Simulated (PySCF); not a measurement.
# H$_{7}$O$_{5}$PSi$_{2}$ (SMILES O=P(O)(O)O[SiH2]O[SiH3]): what the fields show

Input

```
{"job": {"kind": "nmr", "xc": "PBE0", "basis": "pcSseg-1"}, "charge": 0, "multiplicity": 1}
O     -1.733817    -0.599033     1.144322
P     -1.408767     0.680457     0.493949
O     -1.505027     0.596611    -1.110979
O     -2.317722     1.941889     0.903468
O      0.052072     1.277750     0.741758
Si     1.471226     0.402235     1.042980
O      1.759492    -0.605135    -0.215427
Si     1.169165    -1.722739    -1.306667
H     -1.267122     1.425571    -1.546184
H     -3.123506     1.635378     1.339591
H      1.307014    -0.348387     2.311240
H      2.532887     1.431320     1.109885
H     -0.101595    -2.311370    -0.804465
H      0.949822    -1.047724    -2.618214
H      2.204810    -2.782351    -1.470763
```

Run with:

```sh
OMP_NUM_THREADS=1 python cluster_run.py task.json out
```

Geometry: PBE0-D3(BJ)/def2-SVP.

Level of theory: PySCF, PBE0/pcSseg-1, SCF density, gas phase, non-relativistic.

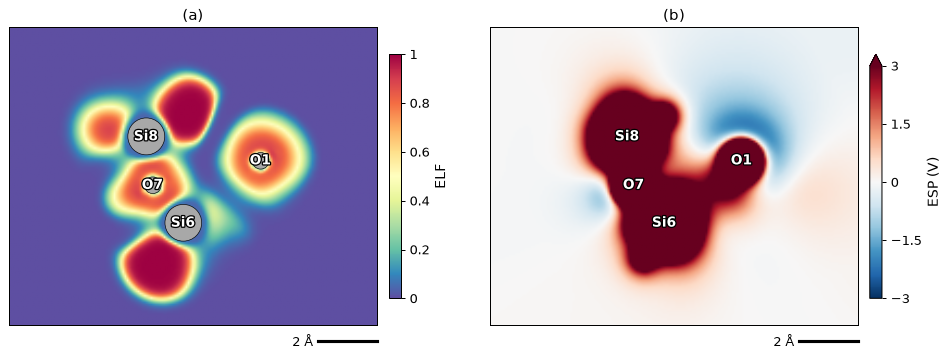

Figure 1. (a) ELF; (b) electrostatic potential on the plane of atoms Si6, O7 and Si8. Grey discs cover the atomic cores in the ELF map.

Read the bonding off the picture.

Answer. The plane passes through O and Si nuclei.
Si–O (1.64 Å): the ELF peaks at about 0.85 between the atoms: a polar covalent bond.
Si–O (1.67 Å): the ELF peaks at about 0.85 between the atoms: a shared but strongly polarised pair.
The ELF also peaks beside O7 and O1, away from the bonds: lone-pair regions.
Outside the dense part of the molecule the potential is most negative (−2.1 V) near O1.

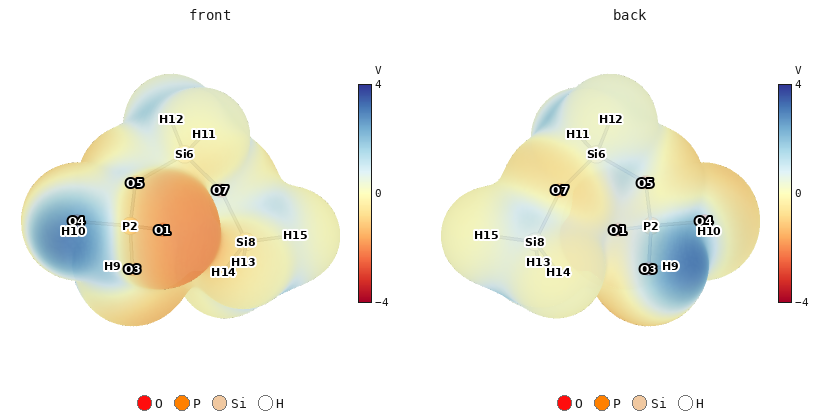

Figure 2. The electrostatic potential painted on the density surface at 0.002 e/bohr³, seen from the front and from behind; red is negative and blue positive.

Where is the surface potential most negative and most positive?

Answer. The most negative region (about −1.9 V) lies over O1, the most positive (about +3.0 V) over H9 and H10. O1 is the likeliest acceptor of a hydrogen bond.

How polar is the molecule by this calculation?

Answer. Its dipole moment is 2.21 D.
